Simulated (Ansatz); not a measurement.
Cost and result by functional for the surface energy of the (10-10) surface of 6H silicon carbide in its 1x1 cell (cut with top plane 2 C + 2 Si, bottom plane 2 C + 2 Si), relaxed from an ideal cut (the real face may reconstruct), outermost plane spacing 0.89 Å in the ideal cut (one of several cuts of this face), in Ansatz (plane waves, PAW). Single points on the PBE structure, on one kind of machine; costs are rough ratios of the slab run's core time (references not counted) to the cheapest single point. r2SCAN's cost holds its higher cutoff (500 against 420 eV). Differences are taken against r2SCAN for comparison alone: no measured value is at hand, so the table doesn't rank accuracy.

Set-up: 56 atoms, C28Si28, 11.6 Å thick at the start; mesh 8x2x1; 0.025 eV smearing; dipole correction on; all atoms relaxed; start symmetry kept, larger cells not searched; no spin (no spin-polarised run to compare, though such a face may carry moments), no spin-orbit, no U. The slab shows no gap over 0.04 eV on its mesh. These notes are the PBE run's.

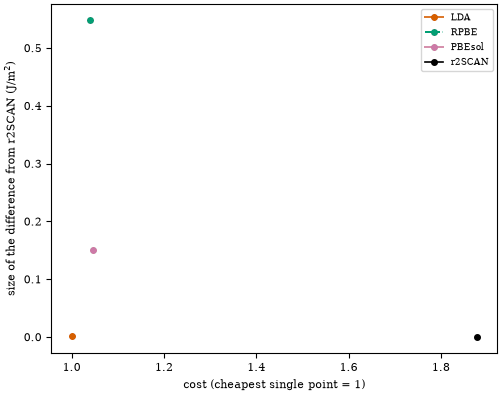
Figure. Difference from r2SCAN against cost

```
functional                     relative cost  surface energy (J/m²)  less r2SCAN (J/m²)
-----------------------------  -------------  ---------------------  ------------------
LDA                                        1                   4.23                0.00
RPBE                                       1                   3.68               -0.55
PBEsol                                     1                   4.08               -0.15
r2SCAN                                     2                   4.23                0.00
PBE (the relaxed run's value)              –                   3.86               -0.37
```

The values span 0.55 J/m², while the single points' costs differ by a factor of roughly 2. Differences are of unrounded values.

Ansatz is a program for electronic structure.
